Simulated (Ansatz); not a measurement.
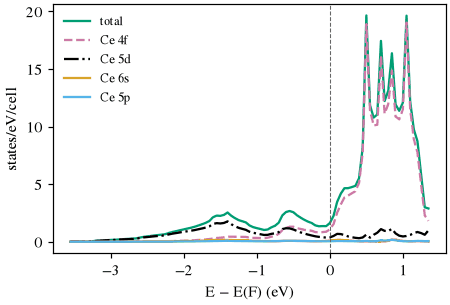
Figure. Total and projected density of states of Ce (fcc (Cu type), space group No. 225), PBEsol in the plane-wave PAW code Ansatz

### Question
Which orbitals carry the states next to the Fermi level?

### Answer
Within 0.5 eV of the Fermi level: Ce 4f 82 %, Ce 5d 14 %. Projections are on Löwdin-orthogonalised atomic valence shells; empty p or d shells of many metals are not among them.

### Question
Where is the tallest occupied peak in this window, and what makes it?

### Answer
Near -0.5 eV, about 2.7 states/eV per cell; the largest projected share is Ce 4f.

Space group Fm-3m (fcc (Cu type)). The cell was relaxed with PBEsol under the symmetry of its start. The workflow began spin-polarised and lost its moments. The volume lies over 15 % below that of the usual cell of this phase: another minimum, or an error of the functional. The 4f shell is in the valence. No Hubbard U is applied. Scalar-relativistic: spin–orbit coupling is off unless named, which matters more the heavier the elements.

Potentials: the earlier of the program's two PAW sets. The files were generated under PBE; for other functionals the program regenerates the frozen cores, and for LDA and PBEsol the local potential too.
